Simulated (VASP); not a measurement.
Band structure of Ru (hcp). Method: AM05 GGA, VASP's PBE PAW potentials (set 64) (plane waves; VASP 6.6.1).

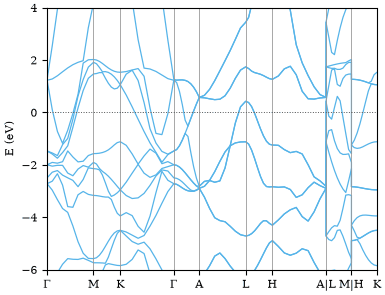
Figure: Bands along high-symmetry lines, zero at the valence-band maximum or, without a gap, the Fermi level

Q: Read the plot: is there a gap, and where are the band edges?

A: It has no gap at this level: it comes out as a metal or semimetal. (Edges off the drawn lines would not show.)

The compound is Ru in the hcp structure. It was relaxed first.
